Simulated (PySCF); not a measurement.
## A study: N$_{2}$, SMILES `N#N`

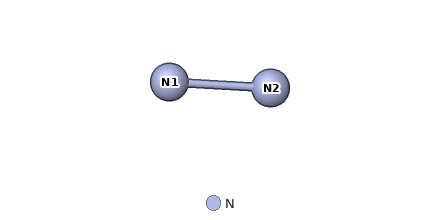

The molecule, with its atoms numbered as below. No frequency check shows the geometry to be a minimum.

Cartesian coordinates (Å):

```
N1       0.5491    0.0000    0.0000
N2      -0.5491    0.0000    0.0000
```

## 1. Bonding charge

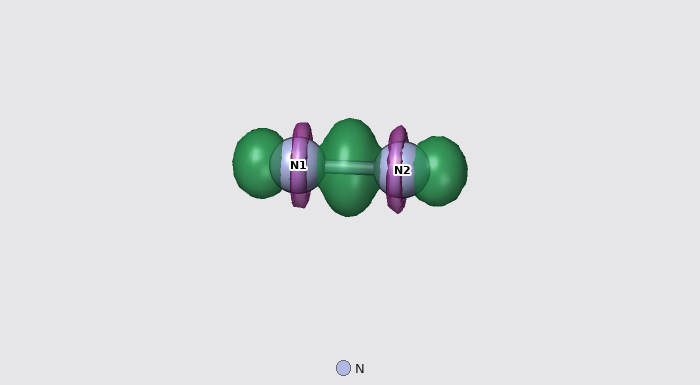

Deformation density (molecule less spherical, spin-averaged free atoms at the same positions), surfaces at ±0.2 e/Å³; green: gain, purple: loss.

Level of theory: TPSSh/6-311+G** (PySCF), at a geometry from GFN2-xTB.

> How much density has each bond gained at its critical point, relative to the free atoms?

N1–N2: +1.13 e/Å³ at the bond critical point (bond length 1.10 Å). In all, 0.5 electrons gather in the regions of gain relative to the promolecule.

> Where do the Hirshfeld charges lie?

The highest Hirshfeld charge is on N1 and N2 (0.00 e), the lowest on N1 and N2 (0.00 e).

```json
{"atom": "N1", "charge (e)": "0.00"}
{"atom": "N2", "charge (e)": "0.00"}
```

## 2. Bond critical points

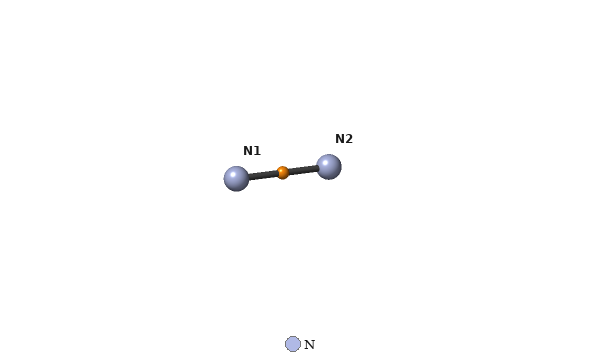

Molecular graph of the electron density (QTAIM): bond paths, bond critical points (orange), ring points (yellow, if any); weak paths are dashed.

> How many critical points of each kind are there, and does the count close?

2 nuclei, 1 bond, 0 ring and 0 cage critical points: 2 − 1 + 0 − 0 = 1, as the Poincaré–Hopf relation requires.

> What does the calculation give at each kind of bond critical point?

```csv
bond,length (Å),ρ (a.u.),∇²ρ (a.u.),ε,H (a.u.)
N1–N2,1.098,0.674,−2.51,0.00,−1.210
```

> What kind of interaction is N1–N2?

Shared-shell (covalent): ρ = 0.674, ∇²ρ = −2.51, H = −1.210 a.u.

## 3. Local ionisation energy

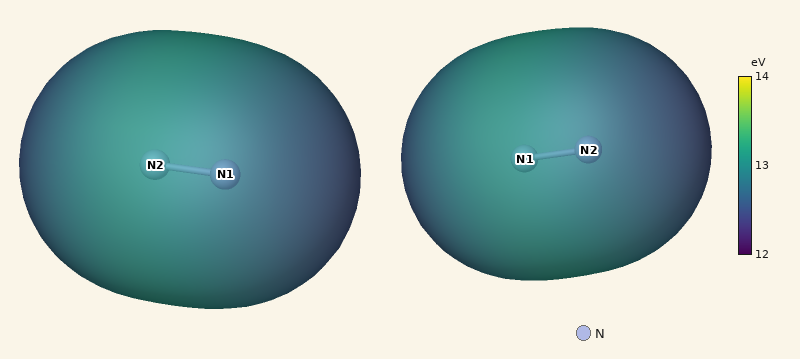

Average local ionisation energy on the surface of electron density 0.001 a.u. (back view left, front view right).

> Where are the most loosely bound electrons on this surface?

The lowest value is 12.4 eV, 1.8 Å from N2, and at like points elsewhere. For comparison, the highest occupied orbital lies at −11.2 eV.

## 4. In an electric field

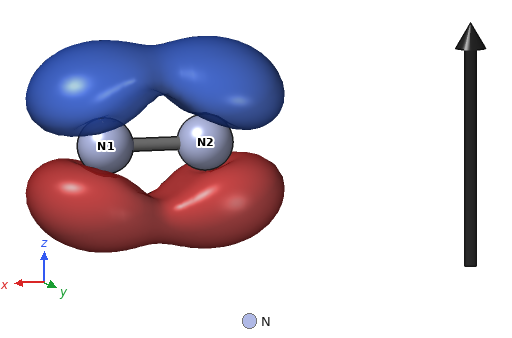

Change of the electron density in a uniform field of 0.21 V/Å along +z (arrow), surfaces at ±0.0015 e/Å³ (red: gain, blue: loss).

Method: B3LYP/def2-SVPD; geometry: GFN2-xTB; program: PySCF.

The field was applied in both directions; the picture shows the one opposite to the script's first.

> What dipole is induced, and what polarisability does it imply?

The induced dipole is 0.09 D (along the field); α along this axis, from the fields in both directions, is 9 bohr³ (1.4 Å³).

## 5. Localised orbitals

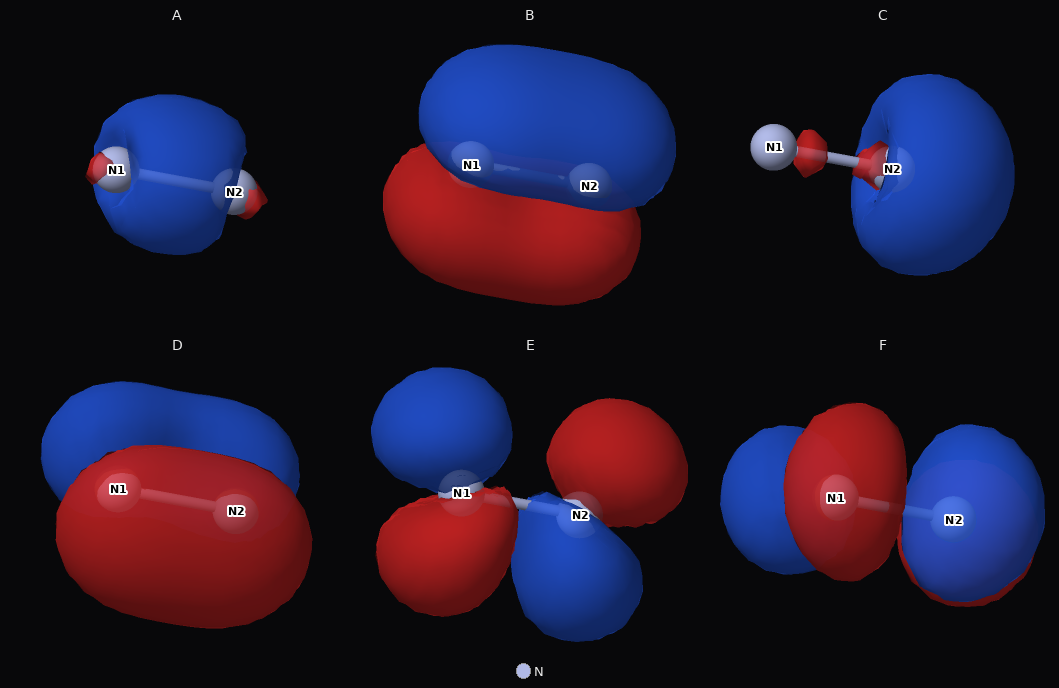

Intrinsic bond orbitals (IBO), occupied and valence-virtual; each surface holds about 80 % of the orbital's density. Energies are diagonal elements of the Fock matrix.

Computed with PySCF, r2SCAN/6-311+G**, geometry: GFN2-xTB.

> Identify each orbital.

By panel:
- A: σ bond N1–N2 (N1 50 %, N2 50 %; −27.2 eV)
- B: π bond N1–N2 (N1 50 %, N2 50 %; −12.1 eV)
- C: lone pair on N2 (sp0.7-type) (N2 100 %; −13.4 eV)
- D: two-centre bond N1–N2 (N1 50 %, N2 50 %; −13.0 eV)
- E: σ* orbital N2–N1 (N2 50 %, N1 50 %; 1.4 eV)
- F: σ* orbital N2–N1 (N2 50 %, N1 50 %; 1.9 eV)

The PySCF runs shown took 5.6 s, 5.7 s and 4.4 s on 1 thread of AMD EPYC 7571 (shared host).
